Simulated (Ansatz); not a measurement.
## BeBi3 (built on the sites of a database entry of SrBi3): following an unstable mode

Which phase does BeBi3 (built on the sites of a database entry of SrBi3) fall into along its unstable mode, and how much energy does it gain?

Calculated with Ansatz 0.2.0; DFT PBEsol, scalar-relativistic, plane waves, norm-conserving pseudopotentials.

The structure was built from a prototype and need not be the compound's stable phase.

## Step 1: Starting point

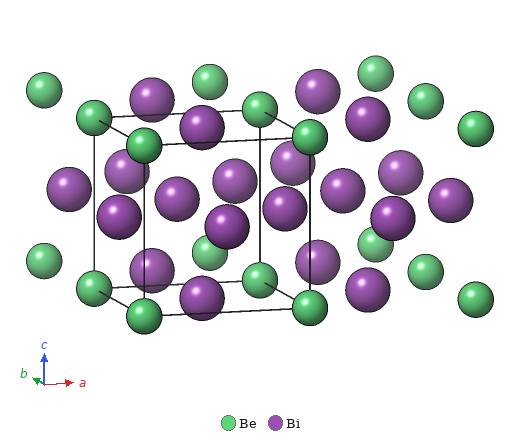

The cell as given, slightly off an axis (beryllium green, bismuth purple). 2×2×1 cells are drawn. Some periodic images of atoms are drawn too.

## Step 2: The dispersion

The cell comes from relaxations at this level that are not shown. Stability and thermal properties need the whole zone. Linear response on a 2×2×2 q mesh gives force constants as far as a supercell of that size would.

The input, input.yaml:

```yaml
crystal:
  lattice:
    - [4.7310176949, 0.0, 0.0]
    - [0.0, 4.7310176949, 0.0]
    - [0.0, 0.0, 4.7310176949]
  atoms:
    - { symbol: Be, position: [0.0, 0.0, 0.0] }
    - { symbol: Bi, position: [0.5, 0.5, 0.0] }
    - { symbol: Bi, position: [0.5, 0.0, 0.5] }
    - { symbol: Bi, position: [0.0, 0.5, 0.5] }
kpoints:
  mp_grid: { grid: [10, 10, 10] }
hamiltonian:
  xc: pbesol
  pseudopotentials: { kind: nc }
scf:
  occupations: { method: methfessel_paxton, width: 0.2 }
output:
  eigenvalues: true
phonons:
  method: dfpt
  qmesh: [2, 2, 2]
  temperatures: { t_max: 1000, t_step: 50 }
  qpath:
    path:
      - [[0.0, 0.0, 0.0], [0.0, 0.5, 0.0], [0.5, 0.5, 0.0], [0.0, 0.0, 0.0], [0.5, 0.5, 0.5], [0.0, 0.5, 0.0]]
      - [[0.5, 0.5, 0.5], [0.5, 0.5, 0.0]]
    npoints: 10
```

Command:

```sh
ansatz run input.yaml --threads 8 --pin off --max-ram 14336MiB --backend cpu --events-out ev --progress --plain --runs-dir out
```

Numbers of over 12 decimals in the logs are rounded to 6 here.

Log:

```text
Engine: ansatz 0.2.0, aarch64-unknown-linux-gnu
Pseudopotentials: kind: nc
Pseudopotential: Be, nc, valence charge 4, recommended cutoff 1197.300995 eV (normal), Be.nc.azcp (PseudoDojo's, or run here from an input of PseudoDojo's: the run reads no file of this project's for it)
Pseudopotential: Bi, nc, valence charge 15, recommended cutoff 897.975746 eV (normal), Bi.nc.azcp (PseudoDojo's, or run here from an input of PseudoDojo's: the run reads no file of this project's for it)
Functional definition: PBEsol
  exchange = pbesol_x
  correlation = pbesol_c
Crystal: 4 atoms, lattice volume = 105.892 Å³
Basis set: ecut = 1197.300995 eV, 9939 PW (Γ), exchange–correlation on 108×108×108 points (8 copies of the dense FFT grid, shifted against one another)
Bands: 30, of which v1, the nominal top of the filled ones, is band 25 counted from 1 (24 counted from 0)
Symmetry: 48 space group operations
k-points: 56 of 1000
Non-local potential: Be, projectors of the file, l = 0: 2, l = 1: 2
Non-local potential: Bi, projectors of the file, l = 0: 2, l = 1: 2, l = 2: 2, l = 3: 2
Initial density: superposition of atomic densities (chi_scale 0.1, normalization cell, long waves kept (reshape's long-wave potential 0.01 eV rms))
Initial wavefunctions: pseudopotential atomic-orbital guess
Functional: x = pbesol(κ = 0.804, μ = 0.123457), c = pbesol(β = 0.046)
SCF iter   1: F=—  HF=-7043.575623 eV  |F-HF|=—  |Δ(HF+E_count)|=         —  Δρ=1.27e-2  dr2=4.73e-1  ethr=3.10e-3  ⟨swp⟩=6.1  Hψ=7014  notcnv=0
preconditioner: auto → Kerker (q_TF=auto, 2.399 Å⁻¹)  [metal: Δε(μ)=0.030 eV  Ē_g=18.504 eV  σ=0.200 eV  W_gap=0.13  n_scr=26 (ndim 8)  ℏωp=24.7 eV  f_vac=0.000  D(μ)=2.53/eV (n_scr^D=18)]
SCF iter   2: F=—  HF=-7043.497034 eV  |F-HF|=—  |Δ(HF+E_count)|=   7.86e-2  S|Δr|=    0.00e0  Δρ=7.72e-3  dr2=1.51e-1  ethr=9.65e-4  ⟨swp⟩=1.1  Hψ=2131  notcnv=0
SCF iter   3: F=—  HF=-7043.462804 eV  |F-HF|=—  |Δ(HF+E_count)|=   3.42e-2  S|Δr|=    0.00e0  Δρ=1.46e-3  dr2=2.34e-3  ethr=3.09e-4  ⟨swp⟩=2.6  Hψ=2541  notcnv=0
SCF iter   4: F=—  HF=-7043.462740 eV  |F-HF|=—  |Δ(HF+E_count)|=   6.40e-5  S|Δr|=    0.00e0  Δρ=2.84e-4  dr2=5.03e-5  ethr=4.77e-6  ⟨swp⟩=2.5  Hψ=2571  notcnv=0  defer=4
SCF iter   5: F=—  HF=-7043.462716 eV  |F-HF|=—  |Δ(HF+E_count)|=   2.40e-5  S|Δr|=    0.00e0  Δρ=6.03e-5  dr2=5.65e-6  ethr=1.03e-7  ⟨swp⟩=2.4  Hψ=3119  notcnv=0  defer=4
SCF iter   6: F=—  HF=-7043.462728 eV  |F-HF|=—  |Δ(HF+E_count)|=   1.13e-5  S|Δr|=    0.00e0  Δρ=1.46e-5  dr2=4.52e-7  ethr=1.15e-8  ⟨swp⟩=2.1  Hψ=2085  notcnv=0  defer=4
SCF iter   7: F=—  HF=-7043.462977 eV  |F-HF|=—  |Δ(HF+E_count)|=   2.49e-4  S|Δr|=    0.00e0  Δρ=4.42e-6  dr2=1.46e-8  ethr=9.23e-10  ⟨swp⟩=2.0  Hψ=2101  notcnv=0  defer=18
SCF iter   8: F=—  HF=-7043.462977 eV  |F-HF|=—  |Δ(HF+E_count)|=  9.06e-10  S|Δr|=    0.00e0  Δρ=7.48e-7  dr2=4.87e-10  ethr=2.98e-11  ⟨swp⟩=2.3  Hψ=2606  notcnv=0  defer=18
SCF iter   9: F=—  HF=-7043.462977 eV  |F-HF|=—  |Δ(HF+E_count)|=  7.55e-11  S|Δr|=    0.00e0  Δρ=1.78e-7  dr2=1.58e-11  ethr=1.00e-12  ⟨swp⟩=2.1  Hψ=3021  notcnv=0  defer=18
SCF iter  10: F=-7043.462977 eV  HF=-7043.462977 eV  |F-HF|=1.82e-12  |Δ(HF+E_count)|=  9.09e-13  S|Δr|=    0.00e0  Δρ=4.44e-8  dr2=1.52e-12  ethr=1.00e-12  ⟨swp⟩=9.2  Hψ=9427  notcnv=0
SCF 1 converged in 10 iterations: F = -7043.462977 eV  dr2 = 1.52e-12
phonons: the bands overlap, so this run is a metal and interpolates without the dipole-dipole term. If the crystal is really an insulator or semiconductor, its LO-TO splitting is missing
NSCF: frozen V_eff on 56 k-points
WARN: eigensolver did not converge (k=0): 1 band(s) unlocked after 20 sweeps at ethr=2.33e-12 eV (storage-precision floor; scheduled 1.00e-12 eV) (lowest unlocked band 29, counted from 0; max residual 2.54e-5 eV among the unlocked bands, 2.54e-5 eV over every band; other slots of this pass that fall short are told together in one closing line; warning suppressed until the next SCF loop or pass starts)
WARN: eigensolver did not converge in 7 slots of this pass, the one above among them; of largest residual over every band (k=6): 1 band(s) unlocked (lowest unlocked band 29, counted from 0; max residual 8.15e-4 eV among the unlocked bands, 8.15e-4 eV over every band); of lowest unlocked band (k=0): band 29
NSCF: frozen V_eff on 216 k-points
DFPT response loops at q = (0, 0, 0) (fractional): preconditioner auto → Kerker (q_TF=auto, 2.399 Å⁻¹) (partly filled bands, converged f_vac=0.000); β = 1.00, the filter's whole step (`scf.mixing.beta` (0.50) is not read by the response loops under this deck's `scf.mixing.preconditioner`; to damp them name `kerker` or `kerker_dos`, under which they read `scf.mixing.beta`, and type it under 1.00, their step now; both keys bind the ground state too); Broyden in place of MSR1
NSCF: frozen V_eff on 432 k-points
DFPT response loops at q = (0, 0, -0.5) (fractional): mixed as the last ones told, above
NSCF: frozen V_eff on 432 k-points
DFPT response loops at q = (0, -0.5, -0.5) (fractional): mixed as the last ones told, above
NSCF: frozen V_eff on 432 k-points
DFPT response loops at q = (-0.5, -0.5, -0.5) (fractional): mixed as the last ones told, above
SCF converged after 10 iterations
Stability not checked: this state was not tested for a lower state beside it, because cold or Methfessel-Paxton smearing, or corrected tetrahedra, fill the levels in a way that the test cannot read (fill_not_monotonic; see scf.lower_state_search)
Free energy (F): -7043.462977 eV
Harris-Foulkes:  -7043.462977 eV  (|F-HF|=1.82e-12)
Internal energy: -7043.464368 eV  (E = F + TS)
E sigma→0 (E₀):  -7043.463325 eV
Entropy (-TS):   0.001391 eV (0.348 meV/atom)
Fermi energy:    11.049878 eV
--- Per-component energies (eV) ---
  E_band       = -442.216568
  E_kinetic    = 3422.214477
  E_local      = -4048.317682  (includes V_loc(G=0)·N_el)
  E_nonlocal   = -1528.518943
  E_hartree    = 1406.480498
  E_xc         = -1795.740433
  E_vxc        = -1100.555473  (∫ρ·V_xc dr)
  E_ewald      = -4499.582285
  E_smearing   = 0.001391  (= −TS)
  E_closure    = 0.000000  (closes the sum)
  Σ components = -7043.462977   (vs F -7043.462977, Δ=0.00e0)
--- Band table (eV; the first three rows and the last of 56) ---
  k-point 0: bands = [... 21 lower, 6.8193, 9.4021, 12.1613, 12.1613, 12.1613, 12.9549, 12.9549, 12.9549, ... 1 higher]
  k-point 1: bands = [... 21 lower, 6.9535, 9.6119, 11.8862, 11.9841, 11.9841, 12.6476, 12.8794, 12.8794, ... 1 higher]
  k-point 2: bands = [... 21 lower, 7.2531, 10.2031, 11.3215, 11.3755, 11.3755, 12.0333, 12.9622, 12.9622, ... 1 higher]
  k-point 55: bands = [... 21 lower, 6.2477, 6.2477, 8.6729, 15.4345, 15.4345, 15.9588, 15.9588, 15.9588, ... 1 higher]
--- Phonons (Γ-DFPT): 3 representative perturbations + reference (Σ response iterations 9) ---
  ASR residual: 6.348e-5 → 0.000e0 eV/Å²; symmetrization residual: 1.991e-6 eV/Å²
  ASR residual per site (eV/Å²): 1.36e-5 6.35e-5 6.35e-5 6.35e-5
  Γ frequencies (cm⁻¹): -157.87 -157.87 -157.87 -36.53 -36.53 -36.53 0.00 0.00 0.00 87.79 87.79 87.79
--- Phonons (arbitrary-q DFPT): 4 irreducible q on the 2×2×2 mesh ---
  q = [0.0000, 0.0000, 0.0000] (star 1, of the zone-centre solve; hermiticity 1.06e-6, symmetrization 6.11e-14): -157.87 -157.87 -157.87 -36.53 -36.53 -36.53 -0.00 0.00 0.00 87.79 87.79 87.79
  q = [0.0000, 0.0000, -0.5000] (star 3, 7 solved perturbations in 1332 linear systems a pass and spin channel, the states on 216 of 1000 k-point pairs; hermiticity 4.53e-7, symmetrization 7.42e-13, the responses' own estimated error 1.7e-5 eV/Å²): -130.97 -130.97 -68.81 -16.22 -16.22 37.37 38.12 38.12 60.75 82.87 82.87 91.72
  q = [0.0000, -0.5000, -0.5000] (star 3, 7 solved perturbations in 1332 linear systems a pass and spin channel, the states on 216 of 1000 k-point pairs; hermiticity 4.83e-7, symmetrization 4.18e-13, the responses' own estimated error 3.5e-5 eV/Å²): -116.86 -116.86 -105.38 -38.99 20.90 20.90 47.52 47.70 47.70 62.12 75.27 83.05
  q = [-0.5000, -0.5000, -0.5000] (star 1, 3 solved perturbations in 468 linear systems a pass and spin channel, the states on 216 of 1000 k-point pairs; hermiticity 4.24e-7, symmetrization 1.46e-12, the responses' own estimated error 1.4e-5 eV/Å²): -144.92 -144.92 -144.92 -49.20 -49.20 -49.20 37.03 37.03 67.10 67.10 67.10 108.89
  sum rule: each row above includes the acoustic sum rule's correction from the zone centre's row sums; it moved no ω² by more than (0.64 cm⁻¹)²
  mesh force constants: q→R imaginary residual 1.07e-18; ASR residual 6.348e-5 → 0.000e0 eV/Å²; symmetrization residual 1.554e-15 eV/Å²
  interpolated dispersion: 62 rows × 12 modes
  density of states and harmonic sums: on the 14×14×14 q-mesh, interpolated from the force constants of a 2×2×2 supercell (no non-analytic term)
  largest difference from the sums on the solved wave vectors: F 2.40e-2 eV, S 2.83e-5 and C_V 2.82e-6 eV/K
  zero-point energy: 0.023962 eV/cell   skipped modes (ω ≤ 0): 639, of them read as no rigid motion or as one in doubt: 636 (5.282e0 modes/cell left out, lowest -157.87 cm⁻¹)   left out of the sums: 4.40e-1 of the cell's modes: C_V's classical limit lies that fraction below 3 k_B per atom; for a crystal, a wire or a layer, F and S can be off by more, and a phonons.interpolated_qmesh denser along its periods is the remedy for the sampling
```

Elapsed: 10 min, on 8 threads of Arm Neoverse V2, shared host; peak memory 6.2 GiB; 81 min of CPU time.

In the SCF lines HF is the Harris–Foulkes energy and dr2 the Hartree energy of the density residual, in eV; the loop may stop once dr2 is under the threshold and the program's other checks hold. Hψ counts applications of the Hamiltonian.

Numbers from this step:

* volume per atom: 26.47 Å³
* gap on the k-mesh: 0 eV
* sum-rule residual before enforcement: 6.35e-5 eV/Å²
* lowest frequency on the path: -157.9 cm⁻¹
* point group: m-3m
* highest frequency on the path or at a solved wavevector: 108.9 cm⁻¹
* highest optical mode at the zone centre (no LO-TO term): 87.79 cm⁻¹
* lowest optical zone-centre mode: -157.9 cm⁻¹
* lowest mode on the q mesh (acoustic modes at Γ apart): -157.9 cm⁻¹

Frequencies (cm⁻¹) solved at each irreducible wavevector; negative means imaginary. Frequencies by wavevector, by row:

```tsv
q in reciprocal lattice units	star	mode 1	mode 2	mode 3	mode 4	mode 10	mode 11	mode 12
0 0 0	1	-157.9	-157.9	-157.9	-36.5	87.8	87.8	87.8
0 0 -0.5	3	-131	-131	-68.8	-16.2	82.9	82.9	91.7
0 -0.5 -0.5	3	-116.9	-116.9	-105.4	-39	62.1	75.3	83
-0.5 -0.5 -0.5	1	-144.9	-144.9	-144.9	-49.2	67.1	67.1	108.9
```

Interpolated from a 2×2×2 q mesh. Phonon branches along the path, in cm⁻¹:

```tsv
point	branch 1	branch 2	branch 3	branch 4	branch 9	branch 10	branch 11	branch 12
Γ	-158	-158	-158	-36	0	88	88	88
X	-131	-131	-69	-16	61	83	83	92
M	-117	-117	-105	-39	48	62	75	83
Γ	-158	-158	-158	-36	0	88	88	88
R	-145	-145	-145	-49	67	67	67	109
X	-131	-131	-69	-16	61	83	83	92
jump to R	-145	-145	-145	-49	67	67	67	109
M	-117	-117	-105	-39	48	62	75	83
```

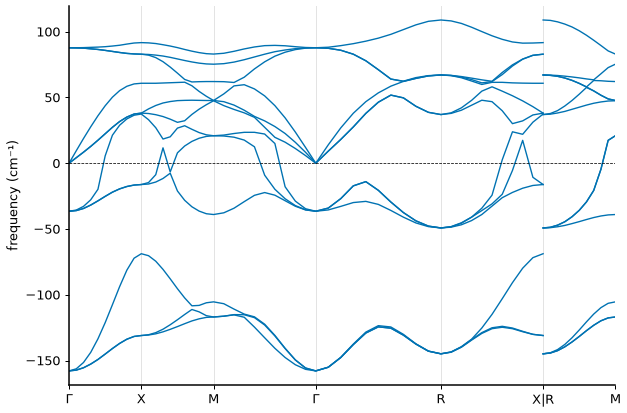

Phonon branches along the path.

Symmetry leaves 4 wavevectors to solve. The lowest mode among them, the acoustic zeros apart, lies at Γ and is imaginary, 157.9i cm⁻¹, so the energy falls along it.

## Step 3: The mode frozen in, largest atomic shift 0 Å

The mode followed lies at Γ with frequency 157.9i cm⁻¹ and is 3-fold degenerate, the softest among the wavevectors solved. At small amplitude the distorted cell has space group no. 160 by a symmetry search on the positions. The undistorted cell that holds it gives the zero of energy on the same k mesh.

input.yaml, the sections that differ from step 2:

```yaml
output:
  forces: true
  stress: true
  eigenvalues: true
# crystal, kpoints, hamiltonian, scf: as in step 2
# phonons: removed
```

Log:

```text
[...]
Crystal: 4 atoms, lattice volume = 105.892 Å³
Basis set: ecut = 1197.300995 eV, 9939 PW (Γ), exchange–correlation on 108×108×108 points (8 copies of the dense FFT grid, shifted against one another)
Bands: 30, of which v1, the nominal top of the filled ones, is band 25 counted from 1 (24 counted from 0)
Symmetry: 48 space group operations
[...]
k-points: 56 of 1000
[...]
k-point 0: bands = [... 21 lower, 6.8193, 9.4021, 12.1612, 12.1612, 12.1612, 12.9550, 12.9550, 12.9550, ... 1 higher]
  k-point 1: bands = [... 21 lower, 6.9535, 9.6119, 11.8861, 11.9840, 11.9840, 12.6476, 12.8794, 12.8794, ... 1 higher]
  k-point 2: bands = [... 21 lower, 7.2531, 10.2032, 11.3214, 11.3755, 11.3755, 12.0333, 12.9623, 12.9623, ... 1 higher]
  k-point 55: bands = [... 21 lower, 6.2477, 6.2477, 8.6730, 15.4345, 15.4345, 15.9587, 15.9587, 15.9587, ... 1 higher]
[key lines of the parts left out:]
SCF converged after 7 iterations
Free energy (F): -7043.462977 eV
Fermi energy:    11.049879 eV
P = ⅓ Tr σ = -0.0000 GPa (-0.000 kbar)
```

It took 4.2 s on 8 threads; peak memory 1.3 GiB; 31 s of CPU time.

Numbers from this step:

* pressure: -2.68e-5 GPa
* energy from the undistorted cell: 0 meV/atom

The run ends at a pressure of 0.00 GPa.

## Step 4: The mode frozen in, largest atomic shift 0.6 Å

The atoms are moved along the unstable eigenvector, the largest shift by 0.6 Å, with the cell fixed.

input.yaml, the sections that differ from step 3:

```yaml
crystal:
  lattice:
    - [4.7310176949, 0.0, 0.0]
    - [0.0, 4.7310176949, 0.0]
    - [0.0, 0.0, 4.7310176949]
  atoms:
    - { symbol: Be, position: [-0.0732210666, 0.0732210666, 0.0732210666] }
    - { symbol: Bi, position: [0.5008644367, 0.4991355633, -0.0014287512] }
    - { symbol: Bi, position: [0.5008644367, -0.0014287512, 0.4991355633] }
    - { symbol: Bi, position: [0.0014287512, 0.4991355633, 0.4991355633] }
# kpoints, hamiltonian, scf, output: as in step 3
```

Log:

```text
[...]
Crystal: 4 atoms, lattice volume = 105.892 Å³
Basis set: ecut = 1197.300995 eV, 9939 PW (Γ), exchange–correlation on 108×108×108 points (8 copies of the dense FFT grid, shifted against one another)
Bands: 30, of which v1, the nominal top of the filled ones, is band 25 counted from 1 (24 counted from 0)
Symmetry: 6 space group operations
[...]
k-point 0: bands = [... 21 lower, 6.8343, 9.7338, 11.8867, 11.8867, 12.1380, 13.0404, 13.0404, 13.1147, ... 1 higher]
  k-point 1: bands = [... 21 lower, 6.9739, 9.9195, 11.6041, 11.6448, 11.9691, 12.7873, 12.9920, 13.0722, ... 1 higher]
  k-point 2: bands = [... 21 lower, 7.3182, 10.4351, 10.9855, 11.0366, 11.4863, 12.1877, 13.0207, 13.1572, ... 1 higher]
  k-point 115: bands = [... 21 lower, 6.2264, 6.2264, 9.2035, 15.3691, 15.3691, 15.5594, 15.5594, 15.9638, ... 1 higher]
[key lines of the parts left out:]
SCF converged after 8 iterations
Free energy (F): -7043.572735 eV
Fermi energy:    10.972860 eV
P = ⅓ Tr σ = 0.8289 GPa (8.289 kbar)
```

Run time: 14 s. Hardware: 8 threads; peak memory 1.5 GiB.

This step gave:

```
pressure                         : 0.8289 GPa
energy from the undistorted cell : -27.26 meV/atom
```

The energy, extrapolated to zero smearing, is -27.26 meV/atom against the undistorted cell.

The run ends at a pressure of 0.83 GPa, with forces up to 0.22 eV/Å.

## Step 5: Energy along the mode, all amplitudes (two of the runs are shown above)

An imaginary frequency means negative curvature, so the energy should fall and then rise again as anharmonic terms take over.

This step gave:

- depth at the lowest point sampled: 27.26 meV/atom
- largest atomic shift at that point: 0.6 Å

Table of energy from the parent by largest atomic shift:

```tsv
largest atomic shift (Å)	energy from the parent (meV/atom)
0.000	0
0.040	-0.168
0.080	-0.671
0.140	-2.03
0.220	-4.91
0.320	-9.95
0.450	-18.1
0.600	-27.3
```

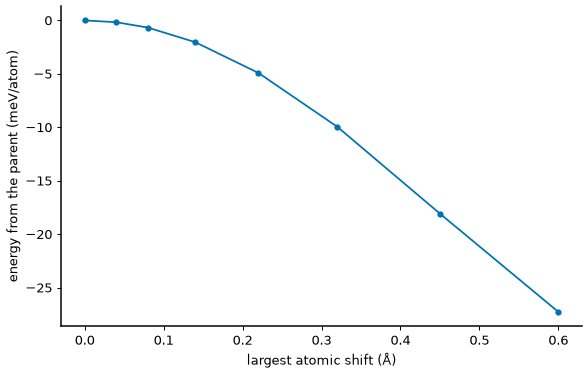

Energy from the parent against largest atomic shift.

Displacement at unit largest shift by atom:

```tsv
atom	x (Å)	y (Å)	z (Å)	size
Be1	-0.577	0.577	0.577	0.999
Bi2	0.007	-0.007	-0.011	0.015
Bi3	0.007	-0.011	-0.007	0.015
Bi4	0.011	-0.007	-0.007	0.015
```

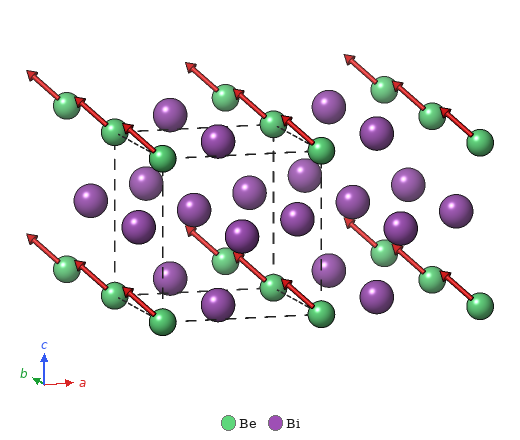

Displacement at unit largest shift as arrows, the longest 0.999 Å. 2×2×1 cells are drawn. Some periodic images of atoms are drawn too.

The lowest of the steps tried is the last one, at 0.6 Å, 27.3 meV/atom below the parent; the bottom of the well need not coincide with a step.

(Part 1 of 2 ends here.)

[Logs are printed without paths, hosts, clocks, repeated set-up lines and the standing remarks that a program may print on its own settings, such as how far it seeks lower states.]

[Hosts, paths, dates, database ids (printed as entryN), source tags and the programs' standing remarks are cut or masked in the printed files.]
